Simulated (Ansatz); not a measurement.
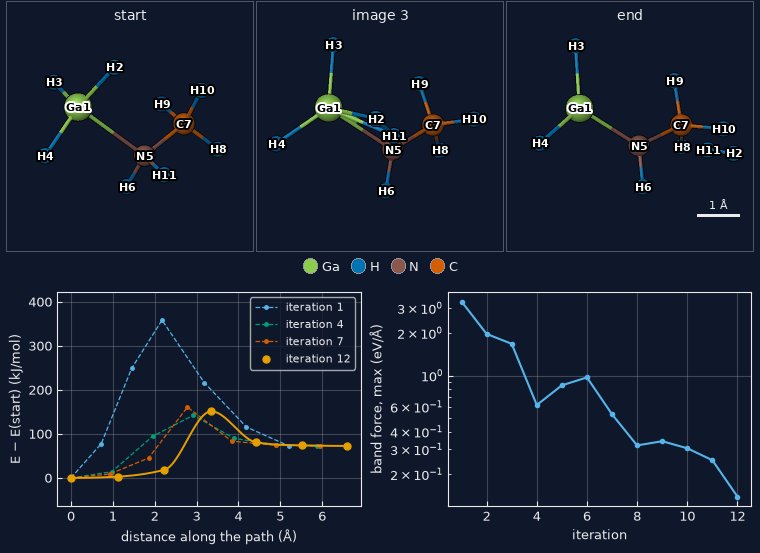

A nudged-elastic-band calculation for CH$_{8}$GaN. Images are numbered from 0 (start) to 6 (end). The plot follows the band through its iterations. Style: ball-and-stick. Shown at a tilt.

Theory: RKS PBE-D4/def2-SVP (Ansatz 0.2.0). Settings: 5 movable images; climbing image; force threshold 0.2 eV/Å; iteration limit 60; starting path through a guess of the saddle point.

Did the band converge, and can the barrier be trusted?

Answer. The run met only a loose threshold, so the barrier can't be trusted yet. The band converged in 12 iterations. The largest component of the band force went from 3.3 to 0.14 eV/Å. The climbing image converged on the top of the path. Its curvatures weren't checked. The force threshold is so loose that the height of the top is at best an upper bound. The first iteration put the highest image at 358.4 kJ/mol. The highest point, image 3, lies 151.3 kJ/mol above the start and 78.6 kJ/mol above the end; the end is at +72.7 kJ/mol relative to the start.
